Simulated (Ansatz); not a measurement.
# SiF2 (SMILES F[Si]F) at BCCD(T)/STO-3G

What is the energy change on altering one bond length of SiF2 at BCCD(T)/STO-3G? 

The results are computed with Ansatz 0.2.0.

36 further runs of the same task are left out: 4 that didn't finish, 32 set aside as unsound or not needed.

## 1. The structure to begin with

The species is SiF2 (3 atoms), meant as a singlet with charge 0. As SMILES, `F[Si]F`. Geometry: relaxed at GFN2-xTB.

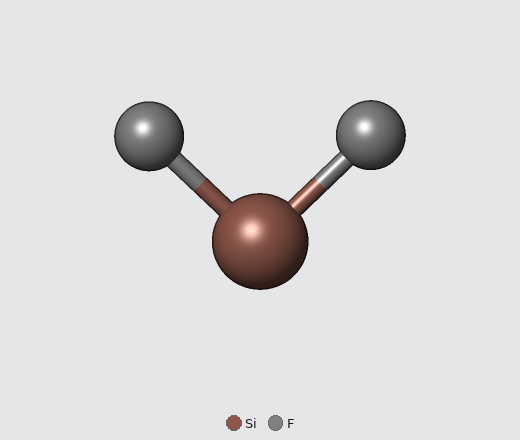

The structure, seen from a chosen angle (silicon brown, fluorine grey).

## 2. The energy at BCCD(T)/STO-3G

in.yaml

```yaml
crystal:
  periodic: [false, false, false]
  atoms:
    - {symbol: Si, position_ang: [0.004220, -0.007680, -0.744810]}
    - {symbol: F, position_ang: [1.165930, -0.017340, 0.380560]}
    - {symbol: F, position_ang: [-1.170150, 0.025020, 0.364240]}
basis:
  gaussian:
    orbitals: STO-3G
total_charge: 0
correlation:
  method: bccd_t
  frozen_orbitals: {F: 1, Si: 5}
accuracy: high
scf:
  omitted_lower_state_checks: [cluster_reference, increment]
```

On the command line:

```
$ ansatz run in.yaml --threads 1 --pin off --max-ram 2610MiB --events-out events.jsonl --progress --plain --runs-dir runs
```

The program printed:

```text
Warning: RAYON_NUM_THREADS=1 ignored (pool sized by the plan → 1); use --threads N
Functional definition: HF
  name "HF"
  exchange = exact_x
  correlation = 0
these checks for a lower state are left out or cut short: cluster_reference, increment
336 factors; integrals over basis functions are off by at most 3.3e-8 eV
mean field evaluation 1: about -13104.8093 eV, gradient 2.2e1 eV
mean field evaluation 2: about -13104.8661 eV, gradient 2.2e1 eV
mean field evaluation 4: about -13107.3621 eV, gradient 1.0e0 eV
mean field evaluation 8: about -13107.3700 eV, gradient 2.8e-2 eV
mean field -13107.36999658 eV, -481.6869628797 hartree, gradient 7.2e-8 eV, S^2 0.000000; 0 other end points of the search recorded, 0 dependent functions left out
7 core orbitals not correlated: weight in the atoms' cores, before any rotation towards them, 1.000 or more for the frozen orbitals, at most 0.000 for the correlated occupied ones
reference -13107.36999658 eV, -481.6869628797 hartree; 9, 9 occupied and 3, 3 virtual orbitals, 336 factors
second order -1.90785647 eV of doubles, -0.00000000 eV of singles
cycle   1  -1.92461190 eV  change   -1.7e-2 eV  update   1.1e-1
cycle   2  -2.16273971 eV  change   -2.4e-1 eV  update   3.6e-2
cycle   3  -2.16736989 eV  change   -4.6e-3 eV  update   1.9e-2
cycle   4  -2.16344909 eV  change    3.9e-3 eV  update   3.9e-3
cycle   5  -2.16283431 eV  change    6.1e-4 eV  update   1.4e-3
cycle   6  -2.16164503 eV  change    1.2e-3 eV  update   4.5e-4
cycle   7  -2.16124836 eV  change    4.0e-4 eV  update   1.1e-4
cycle   8  -2.16128997 eV  change   -4.2e-5 eV  update   4.1e-5
cycle   9  -2.16130317 eV  change   -1.3e-5 eV  update   1.5e-5
cycle  10  -2.16129646 eV  change    6.7e-6 eV  update   4.2e-6
cycle  11  -2.16129401 eV  change    2.4e-6 eV  update   1.8e-6
cycle  12  -2.16129465 eV  change   -6.3e-7 eV  update   6.1e-7
cycle  13  -2.16129400 eV  change    6.5e-7 eV  update   2.3e-7
cycle  14  -2.16129420 eV  change   -2.1e-7 eV  update   8.2e-8
cycle  15  -2.16129417 eV  change    3.2e-8 eV  update   3.4e-8
cycle  16  -2.16129377 eV  change    4.0e-7 eV  update   8.0e-8
cycle  17  -2.16129382 eV  change   -5.2e-8 eV  update   3.7e-8
cycle  18  -2.16129381 eV  change    1.4e-8 eV  update   1.1e-8
cycle  19  -2.16129381 eV  change   3.0e-10 eV  update   4.4e-9
cycle  20  -2.16129381 eV  change   -1.6e-9 eV  update   1.7e-9
perturbative correction -0.31534281 eV, -0.0115886344 hartree
Total energy: -13109.84663319 eV, -481.7779775966 hartree
Checks for a lower state left out: cluster_reference, increment
```

Run time: 0.28 s. Hardware: 1 thread of Arm Neoverse V1, shared host.

## 3. The distorted shape, same level

job.yaml

```yaml
crystal:
  periodic: [false, false, false]
  atoms:
    - {symbol: Si, position_ang: [-0.286205, -0.005265, -1.026150]}
    - {symbol: F, position_ang: [1.165930, -0.017340, 0.380560]}
    - {symbol: F, position_ang: [-1.460575, 0.027435, 0.082900]}
basis:
  gaussian:
    orbitals: STO-3G
accuracy: high
correlation:
  method: bccd_t
  frozen_orbitals: {F: 1, Si: 5}
scf:
  omitted_lower_state_checks: [cluster_reference, increment]
```

On the command line:

```
$ ansatz run job.yaml --threads 1 --pin off --max-ram 2610MiB --events-out events.jsonl --progress --plain --runs-dir runs
```

The program printed:

```text
Warning: RAYON_NUM_THREADS=1 ignored (pool sized by the plan → 1); use --threads N
[... 4 set-up lines as earlier in the session ...]
these checks for a lower state are left out or cut short: cluster_reference, increment
333 factors; integrals over basis functions are off by at most 8.3e-9 eV
mean field evaluation 1: about -13100.5812 eV, gradient 2.6e1 eV
mean field evaluation 2: about -13100.6401 eV, gradient 2.6e1 eV
mean field evaluation 4: about -13105.2096 eV, gradient 2.6e0 eV
mean field evaluation 8: about -13105.2944 eV, gradient 7.6e-2 eV
mean field -13105.29444396 eV, -481.6106877279 hartree, gradient 1.8e-8 eV, S^2 0.000000; 0 other end points of the search recorded, 0 dependent functions left out; unrestricted orbitals would lower it
7 core orbitals not correlated: weight in the atoms' cores, before any rotation towards them, 1.000 or more for the frozen orbitals, at most 0.000 for the correlated occupied ones
reference -13105.29444396 eV, -481.6106877279 hartree; 9, 9 occupied and 3, 3 virtual orbitals, 333 factors
second order -2.21633048 eV of doubles, -0.00000000 eV of singles
cycle   1  -2.32055743 eV  change   -1.0e-1 eV  update   1.3e-1
cycle   2  -2.66351593 eV  change   -3.4e-1 eV  update   5.2e-2
cycle   3  -2.69025334 eV  change   -2.7e-2 eV  update   3.1e-2
cycle   4  -2.68449186 eV  change    5.8e-3 eV  update   7.7e-3
cycle   5  -2.67867967 eV  change    5.8e-3 eV  update   4.4e-3
cycle   6  -2.67791680 eV  change    7.6e-4 eV  update   2.0e-3
cycle   7  -2.67543928 eV  change    2.5e-3 eV  update   1.1e-3
cycle   8  -2.67317750 eV  change    2.3e-3 eV  update   5.2e-4
cycle   9  -2.67302002 eV  change    1.6e-4 eV  update   2.6e-4
cycle  10  -2.67291272 eV  change    1.1e-4 eV  update   1.2e-4
cycle  11  -2.67272615 eV  change    1.9e-4 eV  update   5.4e-5
cycle  12  -2.67279243 eV  change   -6.6e-5 eV  update   2.6e-5
cycle  13  -2.67274783 eV  change    4.5e-5 eV  update   1.1e-5
cycle  14  -2.67274638 eV  change    1.4e-6 eV  update   3.1e-6
cycle  15  -2.67275065 eV  change   -4.3e-6 eV  update   1.6e-6
cycle  16  -2.67275022 eV  change    4.3e-7 eV  update   7.5e-7
cycle  17  -2.67275070 eV  change   -4.8e-7 eV  update   4.2e-7
cycle  18  -2.67275003 eV  change    6.7e-7 eV  update   2.3e-7
cycle  19  -2.67274971 eV  change    3.2e-7 eV  update   9.7e-8
cycle  20  -2.67274976 eV  change   -4.8e-8 eV  update   3.9e-8
cycle  21  -2.67274858 eV  change    1.2e-6 eV  update   1.8e-7
cycle  22  -2.67274863 eV  change   -5.0e-8 eV  update   9.9e-8
cycle  23  -2.67274852 eV  change    1.1e-7 eV  update   4.5e-8
cycle  24  -2.67274847 eV  change    4.5e-8 eV  update   1.9e-8
cycle  25  -2.67274845 eV  change    2.2e-8 eV  update   6.0e-9
cycle  26  -2.67274845 eV  change    2.2e-9 eV  update   1.4e-9
perturbative correction -0.37744348 eV, -0.0138707921 hartree
Total energy: -13108.34463589 eV, -481.7227802138 hartree
Checks for a lower state left out: cluster_reference, increment
```

It took 0.32 s on 1 thread of Arm Neoverse V1, shared host.

## 4. Outcome

At BCCD(T)/STO-3G, 7 core orbitals frozen:

| quantity | value |
| --- | --- |
| first shape: total energy | -481.77798 Eh |
| first shape: correlation energy (7 core orbitals frozen) | -91.0 mEh |
| first shape: (T) correction | -11.59 mEh |
| distorted shape: total energy | -481.72278 Eh |
| distorted shape: correlation energy (7 core orbitals frozen) | -112.1 mEh |
| distorted shape: (T) correction | -13.87 mEh |
| energy change with the Si1–F2 bond stretched from 1.617 to 2.022 Å | 1.502 eV |

**Reading.** With the Si1–F2 bond stretched from 1.617 to 2.022 Å the energy rises by 1.50 eV (145 kJ/mol). The first shape isn't relaxed at this level, so the change isn't measured from a minimum. The minimal basis adds a large error of its own. The triples (first shape) make up 12.7 % of the correlation energy. The restricted solution (distorted shape) is unstable to spin breaking: an unrestricted one lies lower. The triples (distorted shape) make up 12.4 % of the correlation energy.
